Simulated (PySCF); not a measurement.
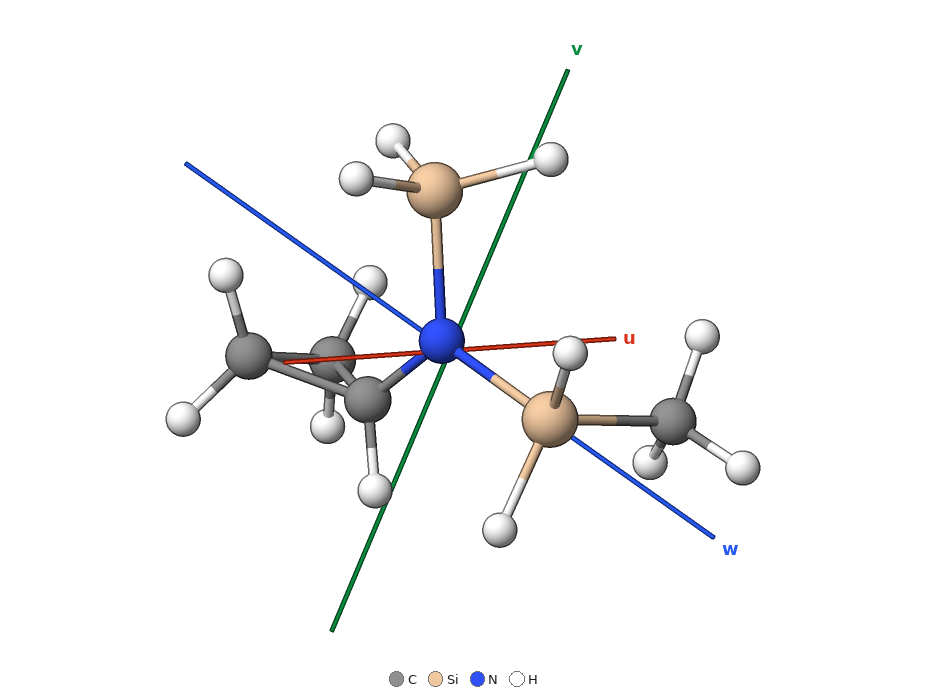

The lines u, v and w are the principal axes of the g tensor. Charge +1, doublet. Computed geometry: GFN2-xTB optimisation. No frequency run is at hand to confirm it as a minimum. Method: UKS B3LYP, pcH-1 on C H N Si, non-relativistic, mean-field spin-orbit, GIAO (PySCF 2.14.0).

> Along which axis does g lie farthest from the free-electron value?

Along v: the shift is 3593 ppm.

Give the principal values and shifts.

| axis | g | shift (ppm) |
| --- | --- | --- |
| u | 2.00239 | 69 |
| v | 2.00591 | 3593 |
| w | 2.00420 | 1885 |

The geometry is semi-empirical. Around Si such bond lengths and angles can be off by a tenth of an ångström or more and by several degrees, and values that hang on the shape move with them.
